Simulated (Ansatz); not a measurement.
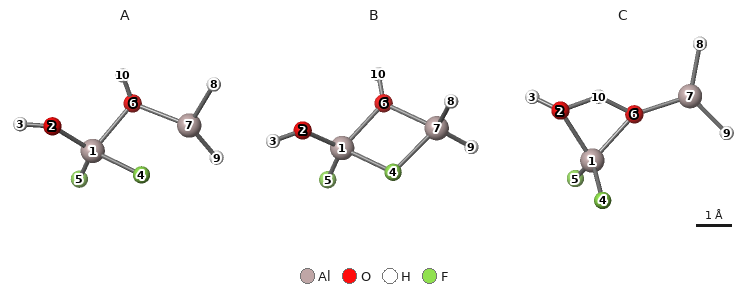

3 geometries from a converged minimum-energy path of Al₂H₄O₂F₂, shuffled. The picture is a ball-and-stick view, seen from a free direction.

The calculation used RHF/def2-SVP (Ansatz). Settings: 5 movable images; climbing image; force threshold 0.05 eV/Å; iteration limit 60; starting path through a guess of the saddle point.

Which of them lies highest in energy?

Answer. C. In order along the path, whose images run from 0 to 6: B (image 0, 0.00 eV), A (image 1, +0.54 eV), C (image 3, +1.87 eV). Breaking: F4–Al7 (1.84 → 4.19 at the top → 4.34 Å), O6–H10 (0.94 → 1.21 at the top → 2.79 Å). Forming: O2–H10 (3.35 → 1.21 at the top → 0.95 Å).

Limits of the set-up: Hartree-Fock leaves out electron correlation.

Cost: 2.8 min on 2 threads of Arm Neoverse V1, with other jobs on the host, peak memory 0.23 GiB.
